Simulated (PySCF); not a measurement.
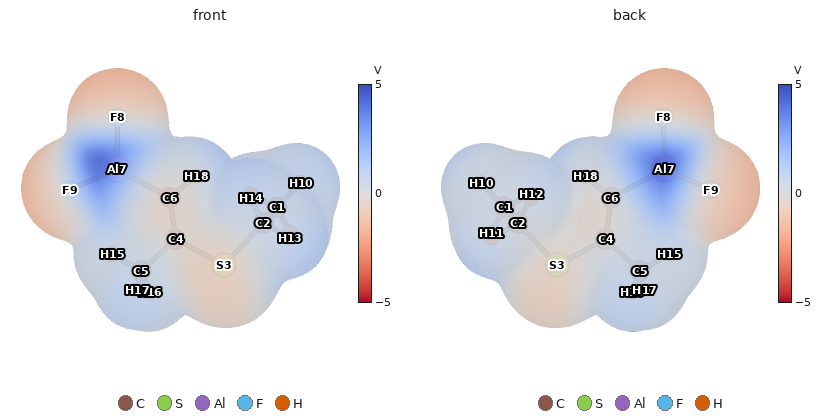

*C₅H₉AlF₂S (SMILES CCS/C(C)=[CH]/[Al]([F])[F]). The molecular electrostatic potential painted on the density surface at 0.002 e/bohr³, seen from the front and from behind; red is negative and blue positive.*

Geometry: GFN2-xTB.

Theory: PBE0/pcSseg-1, SCF density, gas phase, non-relativistic in PySCF 2.14.0.

```tsv
atom	x (Å)	y (Å)	z (Å)
C	-2.6418	0.2543	-0.0862
C	-1.8847	0.6481	-1.3409
S	-0.6812	-0.6258	-1.8523
C	0.6971	-0.4485	-0.7621
C	1.7150	-1.5125	-1.0117
C	0.8397	0.5053	0.1643
Al	2.3571	0.7114	1.3683
F	2.3010	1.9661	2.4415
F	3.7305	-0.2018	1.4891
H	-3.3571	1.0324	0.1728
H	-3.1822	-0.6750	-0.2507
H	-1.9644	0.1130	0.7534
H	-2.5607	0.7269	-2.1926
H	-1.3533	1.5929	-1.2290
H	2.5475	-1.3951	-0.3206
H	1.2707	-2.4984	-0.8822
H	2.0833	-1.4497	-2.0350
H	0.0747	1.2628	0.2973
```

Q: Where is the surface potential most negative and most positive?

A: The most negative region (about −1.5 V) lies over F8, the most positive (about +3.9 V) over Al7.

Q: What dipole moment does the calculation give?

A: Its dipole moment is 3.14 D.
